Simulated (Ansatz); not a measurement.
# ClF3Hf: the cost of one run

Method: PBE0-D4/def2-TZVP structures, single points in def2-TZVPP, no counterpoise correction; program: Ansatz 0.2.0, Gaussian basis.

Levels: SPW92, PBE-D4, BLYP-D4, r2SCAN-D4, B97M-V, PBE0-D4, B3LYP-D4, r2SCAN0-D4, BHLYP-D4, CAM-B3LYP-D4, wB97X-V, wB97M-V, B2PLYP, PBE-QIDH, RPA on PBE, Hartree-Fock, MP2, CCSD, CCSD(T).

Correlated methods freeze the cores. Core potentials replace the inner electrons past krypton, and spin-orbit coupling is left out. B3LYP uses VWN-RPA correlation. B2PLYP carries no dispersion term here.

88 further runs of the same task are left out: 88 set aside as unsound or not needed. Runs told in other sessions of the task aren't counted.

### Step 1. Where the work starts

The complex: 7 atoms, charge 0, spin multiplicity 1.

Atoms are counted from 1 here; the program's logs count them from 0.

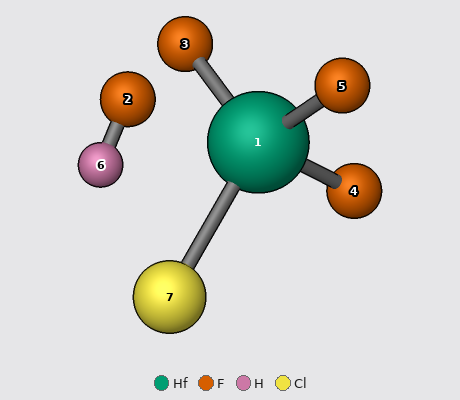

Start geometry, drawn with hafnium teal, fluorine orange, hydrogen pink, chlorine yellow; atoms are numbered from 1 in the order of the file.

As a file:

```xyz
7

Hf   -0.6505   -0.1446   -0.0434
F     1.7128   -0.2738    0.5191
F    -0.2492   -1.8268   -0.8141
F    -2.4372    0.1374   -0.5831
F    -0.7922   -0.1805    1.8443
H     1.9910    0.5131    0.0891
Cl    0.4253    1.7753   -1.0120
```

Its parts: HfClF₃ holds atoms 1, 3, 4, 5, 7; HF holds atoms 2, 6. Each part counts its atoms afresh in its own runs.

### Step 2. Relaxing HfClF₃ alone

The input, relax-a/in.yaml:

```yaml
crystal:
  periodic: [false, false, false]
  atoms:
    - {symbol: Hf, position_ang: [-0.650527, -0.144620, -0.043380]}
    - {symbol: F, position_ang: [-0.249152, -1.826790, -0.814067]}
    - {symbol: F, position_ang: [-2.437248, 0.137356, -0.583112]}
    - {symbol: F, position_ang: [-0.792188, -0.180537, 1.844307]}
    - {symbol: Cl, position_ang: [0.425320, 1.775302, -1.012001]}
basis:
  gaussian: {orbitals: def2-TZVP}
hamiltonian: {xc: pbe0, dispersion: d4}
relax: {f_tol: 0.005, max_steps: 200}
```

Started as:

```console
$ ansatz run in.yaml --threads 8 --pin off --events-out ev --progress --plain --max-ram 19148MiB
```

**Question.** How long does this run take on 8 threads of Arm Neoverse V1, shared host?

About 8 s.
